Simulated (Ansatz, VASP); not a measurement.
# HoBi: VASP beside Ansatz

Wanted: the spread between two codes on one cell, functional and k mesh. The cell comes out of earlier VASP steps on this material, which relaxed, scaled or displaced it; both programs get it as it stands.

Program: Ansatz 0.2.0. Level of theory: plane waves, with VASP 6.6.1 beside it; relaxation of cell and atoms at LDA, DFT+U and zone-centre phonons at LDA, DFT+U. Results are calculated unless marked as measured.

In doubt: a part-filled 4f shell, where there is one, can sit in one of many states, so energies may not be the lowest and differences between runs may mislead; derivatives with an open 4f shell can jump between states, which bears on forces and vibrations.

**1. Set-up**

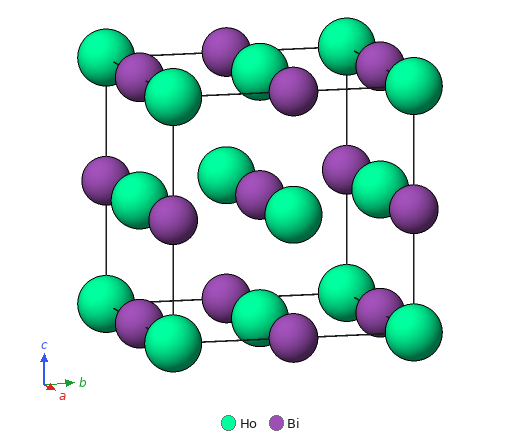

Start, viewed slightly off an axis; holmium green, bismuth purple. This picture shows the conventional cell, with its axes. Some periodic images of atoms are drawn too.

Structure file:

```cif
data_structure
_symmetry_space_group_name_H-M 'P 1'
_symmetry_Int_Tables_number 1
_cell_length_a 4.4039
_cell_length_b 4.4039
_cell_length_c 4.4039
_cell_angle_alpha 60.000
_cell_angle_beta 60.000
_cell_angle_gamma 60.000
_cell_volume 60.39
loop_
_atom_site_label
_atom_site_type_symbol
_atom_site_fract_x
_atom_site_fract_y
_atom_site_fract_z
_atom_site_occupancy
Ho1 Ho 0.00000 0.00000 0.00000 1
Bi2 Bi 0.50000 0.50000 0.50000 1
```

**2. VASP: relaxation of cell and atoms, LDA, DFT+U**

The relaxed volume is the usual yardstick between codes: its relative difference is about their pressure difference at one cell divided by the bulk modulus.

Lines of VASP's logs that name or quote its potential files are left out, and so is its time.

File INCAR:

```
SYSTEM = HoBi
PREC = Accurate
ENCUT = 450
EDIFF = 1E-06
NELM = 150
ISMEAR = 1
SIGMA = 0.2
LREAL = .FALSE.
ALGO = Normal
GGA = CA
NBANDS = 28
ISPIN = 2
MAGMOM = 3.66 -0.02
LDAU = .TRUE.
LDAUTYPE = 2
LDAUL = 3 -1
LDAUU = 5 0
LDAUJ = 0 0
LDAUPRINT = 1
LASPH = .TRUE.
LMAXMIX = 6
AMIX = 0.2
BMIX = 1E-04
AMIX_MAG = 0.8
BMIX_MAG = 1E-04
LORBIT = 11
LWAVE = .FALSE.
LCHARG = .FALSE.
KPAR = 4
IBRION = 2
NSW = 60
ISIF = 3
EDIFFG = -0.01
```

File POSCAR:

```
HoBi
1.0
    0.0000000000      3.1140000000      3.1140000000
    3.1140000000      0.0000000000      3.1140000000
    3.1140000000      3.1140000000      0.0000000000
Ho Bi
1 1
Direct
    0.0000000000      0.0000000000      0.0000000000
    0.5000000000      0.5000000000      0.5000000000
```

File KPOINTS:

```
Automatic mesh
0
Gamma
5 5 5
0 0 0
```

Potentials, in the order of the species: Ho and Bi_d (PBE family, release 64).

Started as:

```bash
> mpirun -np 4 vasp_std
```

Numbers of over 12 decimals in the logs are rounded to 6 here.

What it wrote:

```text
[banner, memory and clock lines left out]
running    4 mpi-ranks, on    1 nodes
 distrk:  each k-point on    1 cores,    4 groups
 distr:  one band on    1 cores,    1 groups

 POSCAR found type information on POSCAR HoBi
 POSCAR found :  2 types and       2 ions
|                                                                             |
|               ----> ADVICE to this user running VASP <----                  |
|                                                                             |
|     You enforced a specific xc type in the INCAR file but a different       |
|     [... a line on the potential file left out ...]
|     I HOPE YOU KNOW WHAT YOU ARE DOING!                                     |
|                                                                             |

 LDA part: xc-table for (Slater(with rela. corr.)+CA(PZ))
 , standard interpolation
 POSCAR, INCAR and KPOINTS ok, starting setup
 FFT: planning ... GRIDC
 FFT: planning ... GRID_SOFT
 FFT: planning ... GRID
 WAVECAR not read
 entering main loop
       N       E                     dE             d eps       ncg     rms          rms(c)
DAV:   1     0.280318100665E+03    0.28032E+03   -0.13791E+04  1536   0.577E+03
DAV:   2     0.354407476088E+02   -0.24488E+03   -0.23263E+03  1428   0.662E+02
DAV:   3    -0.289185398604E+01   -0.38333E+02   -0.36992E+02  1404   0.155E+02
DAV:   4    -0.676893977191E+01   -0.38771E+01   -0.38145E+01  2040   0.449E+01
DAV:   5    -0.729725095318E+01   -0.52831E+00   -0.51568E+00  2048   0.141E+01    0.300E+01
DAV:   6    -0.831206785829E+01   -0.10148E+01   -0.20063E+00  1724   0.517E+01    0.213E+01
DAV:   7    -0.907527518858E+01   -0.76321E+00   -0.35438E+00  1628   0.324E+01    0.229E+01
DAV:   8    -0.110177287439E+02   -0.19425E+01   -0.14348E+00  1836   0.366E+01    0.140E+01
DAV:   9    -0.108880255183E+02    0.12970E+00   -0.11550E+00  1676   0.425E+01    0.127E+01
DAV:  10    -0.108990536588E+02   -0.11028E-01   -0.37390E-01  1832   0.379E+00    0.224E+01
DAV:  11    -0.112612205270E+02   -0.36217E+00   -0.66688E-02  1840   0.526E+00    0.240E+01
DAV:  12    -0.115134488175E+02   -0.25223E+00   -0.60835E-02  1824   0.265E+00    0.236E+01
DAV:  13    -0.115770493085E+02   -0.63600E-01   -0.67989E-02  1620   0.596E+00    0.194E+01
DAV:  14    -0.115346638278E+02    0.42385E-01   -0.48413E-02  2040   0.388E+00    0.124E+01
[...]
DAV:  29    -0.115186403098E+02    0.22047E-03   -0.78928E-04  1632   0.826E-01    0.111E+00
DAV:  30    -0.115185193111E+02    0.12100E-03   -0.59897E-04  2068   0.512E-01    0.491E-01
DAV:  31    -0.115185492169E+02   -0.29906E-04   -0.18727E-04  1908   0.345E-01    0.381E-01
DAV:  32    -0.115186229535E+02   -0.73737E-04   -0.23780E-04  1736   0.414E-01    0.137E-01
DAV:  33    -0.115186238553E+02   -0.90184E-06   -0.26677E-04  1872   0.418E-01    0.192E-01
DAV:  34    -0.115186226006E+02    0.12547E-05   -0.10195E-04  2144   0.167E-01    0.166E-01
DAV:  35    -0.115186253920E+02   -0.27913E-05   -0.23522E-05  1824   0.425E-02    0.142E-01
DAV:  36    -0.115186254714E+02   -0.79432E-07   -0.69254E-07   984   0.517E-03
   1 F= -.11518625E+02 E0= -.11510088E+02  d E =-.115186E+02  mag=     3.7327
 curvature:   0.00 expect dE= 0.000E+00 dE for cont linesearch  0.000E+00
 trial: gam= 0.00000 g(F)=  0.619E-59 g(S)=  0.155E-03 ort = 0.000E+00 (trialstep = 0.100E+01)
 search vector abs. value=  0.155E-03
 bond charge predicted
       N       E                     dE             d eps       ncg     rms          rms(c)
DAV:   1    -0.115577323156E+02   -0.39107E-01   -0.11115E-01  1632   0.653E+00    0.464E+00
DAV:   2    -0.115212225695E+02    0.36510E-01   -0.51964E-01  1556   0.188E+01    0.648E+00
DAV:   3    -0.115256704529E+02   -0.44479E-02   -0.75813E-02  1648   0.997E+00    0.250E+00
DAV:   4    -0.115196152766E+02    0.60552E-02   -0.30712E-02  1616   0.526E+00    0.659E-01
DAV:   5    -0.115188635976E+02    0.75168E-03   -0.93272E-03  2060   0.231E+00    0.218E-01
DAV:   6    -0.115188528269E+02    0.10771E-04   -0.12829E-03  1704   0.249E-01    0.223E-01
DAV:   7    -0.115188243621E+02    0.28465E-04   -0.12406E-04  2108   0.604E-02    0.208E-01
DAV:   8    -0.115187545822E+02    0.69780E-04   -0.49939E-05  1932   0.202E-01    0.118E-01
DAV:   9    -0.115186968044E+02    0.57778E-04   -0.24239E-04  2056   0.294E-01    0.135E-01
DAV:  10    -0.115187065070E+02   -0.97026E-05   -0.10198E-04  1768   0.297E-01    0.698E-02
DAV:  11    -0.115187091373E+02   -0.26303E-05   -0.27825E-05  2016   0.788E-02    0.618E-02
DAV:  12    -0.115187099355E+02   -0.79819E-06   -0.85942E-06  1816   0.273E-02
   2 F= -.11518710E+02 E0= -.11510130E+02  d E =-.844641E-04  mag=     3.7260
 trial-energy change:   -0.000084  1 .order   -0.000075   -0.000155    0.000005
 step:   0.9767(harm=  0.9685)  dis= 0.00000  next Energy=   -11.518710 (dE=-0.845E-04)
 reached required accuracy - stopping structural energy minimisation
```

From OUTCAR (step 2):

```text
ion  position               nearest neighbor table
   1  0.000  0.000  0.000-   2 3.11   2 3.11   2 3.11   2 3.11   2 3.11   2 3.11
   2  0.500  0.500  0.500-   1 3.11   1 3.11   1 3.11   1 3.11   1 3.11   1 3.11

  LATTYP: Found a face centered cubic cell.
 ALAT       =     6.2280000000

 Subroutine GETGRP returns: Found 48 space group operations
 (whereof 48 operations were pure point group operations)

The static configuration has the point symmetry O_h .

 Found     10 irreducible k-points:

   k-points           NKPTS =     10   k-points in BZ     NKDIM =     10   number of bands    NBANDS=     28

   dimension x,y,z NGX =    30 NGY =   30 NGZ =   30
   dimension x,y,z NGXF=    60 NGYF=   60 NGZF=   60

   ENCUT  =  450.0 eV  33.07 Ry    5.75 a.u.   7.62  7.62  7.62*2*pi/ulx,y,z

   NELECT =      36.0000    total number of electrons

 k-points in reciprocal lattice and weights: Automatic mesh
   0.00000000  0.00000000  0.00000000       0.008
   0.20000000  0.00000000  0.00000000       0.064
   0.40000000  0.00000000  0.00000000       0.064
   0.20000000  0.20000000  0.00000000       0.048
   0.40000000  0.20000000  0.00000000       0.192
  -0.40000000  0.20000000  0.00000000       0.192
  -0.20000000  0.20000000  0.00000000       0.096
   0.40000000  0.40000000  0.00000000       0.048
  -0.40000000  0.40000000  0.00000000       0.096
  -0.40000000  0.40000000  0.20000000       0.192

atom =   1  type =  1  l = 3

 onsite density matrix

spin component  1

  0.9910 -0.0000 -0.0008  0.0000 -0.0000 -0.0000  0.0000
 -0.0000  0.9924 -0.0000 -0.0000 -0.0000  0.0000  0.0000
 -0.0008 -0.0000  0.9914 -0.0000  0.0000  0.0000 -0.0000
  0.0000 -0.0000 -0.0000  0.9903 -0.0000  0.0000 -0.0000
 -0.0000 -0.0000  0.0000 -0.0000  0.9914 -0.0000  0.0008
 -0.0000  0.0000  0.0000  0.0000 -0.0000  0.9920 -0.0000
  0.0000  0.0000 -0.0000 -0.0000  0.0008 -0.0000  0.9910

spin component  2

  0.6163 -0.0000  0.4749 -0.0000 -0.0000 -0.0000  0.0000
 -0.0000  0.3406 -0.0000  0.0000 -0.0000 -0.0000  0.0000
  0.4749 -0.0000  0.3711  0.0000 -0.0000 -0.0000 -0.0000
 -0.0000  0.0000  0.0000  0.9842  0.0000 -0.0000 -0.0000
 -0.0000 -0.0000 -0.0000  0.0000  0.3711  0.0000 -0.4749
 -0.0000 -0.0000 -0.0000 -0.0000  0.0000  0.0032 -0.0000
  0.0000  0.0000 -0.0000 -0.0000 -0.4749 -0.0000  0.6163

 occupancies and eigenvectors

  o =  0.0032  v =  0.0000  0.0000  0.0000  0.0000  0.0000  0.0000  0.0000  0.0000 -0.0000 -0.0000  0.0000  0.0010 -1.0000  0.0007      0.0000  0.0000  0.0000  0.0000  0.0000  0.0000  0.0000  0.0000  0.0000  0.0000  0.0000  0.0000  0.0000  0.0000
  o =  0.0032  v =  0.0000  0.0000  0.0000  0.0000  0.0000  0.0000  0.0000  0.6124  0.0000 -0.7906  0.0000  0.0000  0.0000 -0.0000      0.0000  0.0000  0.0000  0.0000  0.0000  0.0000  0.0000  0.0000  0.0000  0.0000  0.0000  0.0000  0.0000  0.0000
  o =  0.0032  v =  0.0000  0.0000  0.0000  0.0000  0.0000  0.0000  0.0000  0.0000 -0.0000  0.0000  0.0000 -0.7906 -0.0012 -0.6124      0.0000  0.0000  0.0000  0.0000  0.0000  0.0000  0.0000  0.0000  0.0000  0.0000  0.0000  0.0000  0.0000  0.0000
  o =  0.3406  v =  0.0000  0.0000  0.0000  0.0000  0.0000  0.0000  0.0000  0.0000  1.0000  0.0000  0.0000 -0.0000 -0.0000 -0.0000      0.0000  0.0000  0.0000  0.0000  0.0000  0.0000  0.0000  0.0000  0.0000  0.0000  0.0000  0.0000  0.0000  0.0000
  o =  0.9842  v =  0.0000  0.0000  0.0000  0.0000  0.0000  0.0000  0.0000  0.0000  0.0000 -0.0000 -0.0211 -0.6122 -0.0000  0.7904      0.0000  0.0000  0.0000  0.0000  0.0000  0.0000  0.0000  0.0000  0.0000  0.0000  0.0000  0.0000  0.0000  0.0000
  o =  0.9842  v =  0.0000  0.0000  0.0000  0.0000  0.0000  0.0000  0.0000 -0.7906  0.0000 -0.6124  0.0000  0.0000  0.0000 -0.0000      0.0000  0.0000  0.0000  0.0000  0.0000  0.0000  0.0000  0.0000  0.0000  0.0000  0.0000  0.0000  0.0000  0.0000
  o =  0.9842  v =  0.0000  0.0000  0.0000  0.0000  0.0000  0.0000  0.0000  0.0000  0.0000 -0.0000 -0.9998  0.0129 -0.0000 -0.0167      0.0000  0.0000  0.0000  0.0000  0.0000  0.0000  0.0000  0.0000  0.0000  0.0000  0.0000  0.0000  0.0000  0.0000
  o =  0.9903  v =  0.0000 -0.0000  0.0000 -0.0047 -0.6124  0.0000  0.7906  0.0000  0.0000  0.0000  0.0000  0.0000  0.0000  0.0000      0.0000  0.0000  0.0000  0.0000  0.0000  0.0000  0.0000  0.0000  0.0000  0.0000  0.0000  0.0000  0.0000  0.0000
  o =  0.9903  v = -0.7906 -0.0000 -0.6124  0.0000 -0.0000 -0.0000  0.0000  0.0000  0.0000  0.0000  0.0000  0.0000  0.0000  0.0000      0.0000  0.0000  0.0000  0.0000  0.0000  0.0000  0.0000  0.0000  0.0000  0.0000  0.0000  0.0000  0.0000  0.0000
  o =  0.9903  v =  0.0000 -0.0000  0.0000  1.0000 -0.0029  0.0000  0.0037  0.0000  0.0000  0.0000  0.0000  0.0000  0.0000  0.0000      0.0000  0.0000  0.0000  0.0000  0.0000  0.0000  0.0000  0.0000  0.0000  0.0000  0.0000  0.0000  0.0000  0.0000
  o =  0.9920  v =  0.0000 -0.0000  0.0000  0.0000  0.0001 -1.0000  0.0001  0.0000  0.0000  0.0000  0.0000  0.0000  0.0000  0.0000      0.0000  0.0000  0.0000  0.0000  0.0000  0.0000  0.0000  0.0000  0.0000  0.0000  0.0000  0.0000  0.0000  0.0000
  o =  0.9920  v =  0.0000  0.0000 -0.0000 -0.0000  0.7906  0.0002  0.6124  0.0000  0.0000  0.0000  0.0000  0.0000  0.0000  0.0000      0.0000  0.0000  0.0000  0.0000  0.0000  0.0000  0.0000  0.0000  0.0000  0.0000  0.0000  0.0000  0.0000  0.0000
  o =  0.9920  v =  0.6124 -0.0000 -0.7906  0.0000 -0.0000 -0.0000  0.0000  0.0000  0.0000  0.0000  0.0000  0.0000  0.0000  0.0000      0.0000  0.0000  0.0000  0.0000  0.0000  0.0000  0.0000  0.0000  0.0000  0.0000  0.0000  0.0000  0.0000  0.0000
  o =  0.9924  v =  0.0000 -1.0000  0.0000 -0.0000  0.0000  0.0000 -0.0000  0.0000  0.0000  0.0000  0.0000  0.0000  0.0000  0.0000      0.0000  0.0000  0.0000  0.0000  0.0000  0.0000  0.0000  0.0000  0.0000  0.0000  0.0000  0.0000  0.0000  0.0000

 average (electrostatic) potential at core
       1 -36.7322       2-104.9582

 E-fermi :   4.4877

 spin component 1
 k-point     1 :       0.0000    0.0000    0.0000
  band No.  band energies     occupation
    ...
     13      -1.3332      1.00000
     14      -1.3332      1.00000
     15      -0.4427      1.00000
     16      -0.4427      1.00000
     17      -0.4427      1.00000
     18       5.9104     -0.00000
     19       5.9104     -0.00000
     20       5.9104     -0.00000
     21       6.2188     -0.00000
     22       6.2188     -0.00000
    ...

 k-point     2 :       0.2000    0.0000    0.0000
  band No.  band energies     occupation
    ...
     16      -0.4272      1.00000
     17      -0.4271      1.00000
     18       3.0458      1.00000
     19       4.3860      0.87478
     20       4.3860      0.87478
     21       6.5534     -0.00000
     22       6.7756     -0.00000
     23       6.7756     -0.00000
     24       9.2397      0.00000
     25       9.2397      0.00000
    ...

 k-point     3 :       0.4000    0.0000    0.0000
  band No.  band energies     occupation
    ...
     16      -0.3976      1.00000
     17      -0.3976      1.00000
     18       0.8223      1.00000
     19       3.3361      1.00000
     20       3.3361      1.00000
     21       7.2977     -0.00000
     22       7.7544     -0.00000
     23       7.7544     -0.00000
     24       9.1436      0.00000
     25      11.4231      0.00000
    ...

 k-point     4 :       0.2000    0.2000    0.0000
  band No.  band energies     occupation
    ...
     14      -1.3384      1.00000
     15      -0.4321      1.00000
     16      -0.4321      1.00000
     17      -0.4223      1.00000
     18       2.6907      1.00000
     19       4.6722     -0.01508
     20       4.6722     -0.01508
     21       5.5068     -0.00000
     22       7.4870     -0.00000
     23       7.7284     -0.00000
    ...

 k-point     5 :       0.4000    0.2000    0.0000
  band No.  band energies     occupation
    ...
     16      -0.4124      1.00000
     17      -0.3960      1.00000
     18       1.5489      1.00000
     19       3.3092      1.00000
     20       3.8685      1.00005
     21       6.0885     -0.00000
     22       8.0473     -0.00000
     23       8.0797     -0.00000
     24       9.3598      0.00000
     25       9.5464      0.00000
    ...

 k-point     6 :      -0.4000    0.2000    0.0000
  band No.  band energies     occupation
    ...
     16      -0.3924      1.00000
     17      -0.3788      1.00000
     18       1.0128      1.00000
     19       2.8386      1.00000
     20       3.3316      1.00000
     21       7.2899     -0.00000
     22       7.8620     -0.00000
     23       7.9154     -0.00000
     24       9.4602      0.00000
     25      10.1405      0.00000
    ...

  Total       -0.0015055     -0.0015055     -0.0015055      0.0000000     -0.0000000      0.0000000
  in kB       -0.0398055     -0.0398055     -0.0398055      0.0000000     -0.0000000      0.0000000
  external PRESSURE =      -0.0398055 kB  Pullay stress =       0.0000000 kB

  energy-cutoff  :      450.00
  volume of cell :       60.60
      direct lattice vectors                 reciprocal lattice vectors
     0.000000000  3.117474513  3.117474513    -0.160386235  0.160386235  0.160386235
     3.117474513 -0.000000000  3.117474513     0.160386235 -0.160386235  0.160386235
     3.117474513  3.117474513 -0.000000000     0.160386235  0.160386235 -0.160386235

 POSITION                                       TOTAL-FORCE (eV/Angst)
 -----------------------------------------------------------------------------------
      3.11747      6.23495      3.11747         0.000000      0.000000     -0.000000
      3.11747      3.11747      3.11747        -0.000000     -0.000000      0.000000
 -----------------------------------------------------------------------------------
    total drift:                               -0.000000      0.000000      0.000000

  FREE ENERGIE OF THE ION-ELECTRON SYSTEM (eV)
  ---------------------------------------------------
  free  energy   TOTEN  =       -11.5187099355 eV

  energy  without entropy=      -11.4929689570  energy(sigma->0) =      -11.51012961

 reached required accuracy - stopping structural energy minimisation

 total charge
# of ion       s       p       d       f       tot
--------------------------------------------------
    1        2.064   5.722   0.464  10.235  18.485
    2        1.434   1.764   9.886   0.000  13.085
--------------------------------------------------
tot          3.498   7.486  10.351  10.235  31.570

 magnetization (x)
# of ion       s       p       d       f       tot
--------------------------------------------------
    1        0.002  -0.026   0.027   3.634   3.637
    2       -0.002   0.010   0.000   0.000   0.009
--------------------------------------------------
tot          0.000  -0.016   0.027   3.634   3.646

[... 6 further parts left out ...]
```

CONTCAR:

```
HoBi
   1.00000000000000
     0.0000000000000000    3.1174745131898618    3.1174745131898618
     3.1174745131898618   -0.0000000000000000    3.1174745131898618
     3.1174745131898618    3.1174745131898618   -0.0000000000000000
  Ho              Bi
     1     1
Direct
     1.0000000000000000    0.0000000000000000    1.0000000000000000
     0.5000000000000000    0.5000000000000000    0.5000000000000000
```

(Continued in part 2 of 2.)

[Lines on the potential files, build, host, timing and source positions are cut from VASP's logs without a mark.]

[Logs are printed without paths, hosts, clocks, repeated set-up lines and the standing remarks that a program may print on its own settings, such as how far it seeks lower states.]

[Hosts, paths, dates, database ids (printed as entryN), source tags and the programs' standing remarks are cut or masked in the printed files.]
